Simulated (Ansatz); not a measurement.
Consider SiSn2.

Input

```
crystal:
  lattice:
    - [2.7096670528, 1.5644270023, 2.8641317844]
    - [-2.7096670528, 1.5644270023, 2.8641317844]
    - [0.0, -3.1288540047, 2.8641317844]
  atoms:
    - { symbol: Si, position: [0.0, 0.0, 0.0] }
    - { symbol: Sn, position: [0.315564227, 0.315564227, 0.315564227] }
    - { symbol: Sn, position: [0.684435773, 0.684435773, 0.684435773] }
basis:
  ecutwfc: 420
kpoints:
  mp_grid: { grid: [12, 12, 12] }
hamiltonian:
  xc: pbe
scf:
  occupations: { method: gaussian, width: 0.1 }
output:
  forces: true
  stress: true
  eigenvalues: true
  write_density: true
  write_potential: true
  elf: true
  volumetric_format: npy
relax:
  adjacent_minimum: "off"
  f_tol: 0.01
  max_steps: 80
  cell: { stress_tol: 0.05 }
```

Command:

```sh
ansatz run input.yaml --threads 1 --pin off --max-ram 2560MiB --backend cpu --events-out ev --progress --plain --runs-dir out
```

Below, planes, directions and counts refer to the conventional cell (a = 5.38 Å, b = 5.38 Å, c = 8.67 Å, α = 90.00°, β = 90.00°, γ = 120.00°).

The fields are those of the run's last geometry, not of the input's.

Space group R-3m; a generated structure, not necessarily the stable one.

All numbers below come from DFT PBE, scalar-relativistic, plane waves, PAW (Ansatz).

Q: What will maps of the valence pseudo-density and electron localisation function show?

A: Si–Sn (2.75 Å): the density is about 0.34 e/Å³ at the midpoint; the ELF peaks at about 0.90 in the valence shell of Si, 0.9 Å from its nucleus, and is about 0.65 at the midpoint.

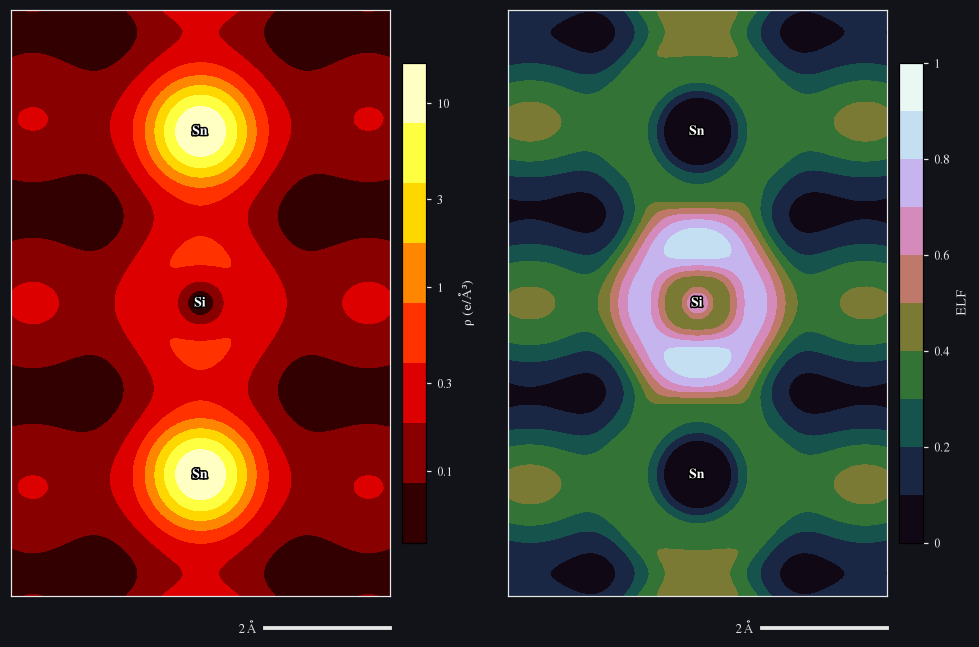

Computed valence pseudo-density and electron localisation function on the (100) plane of the conventional cell, in this order. 

In a PAW calculation such maps are meaningful between the atoms, not at the nuclei.
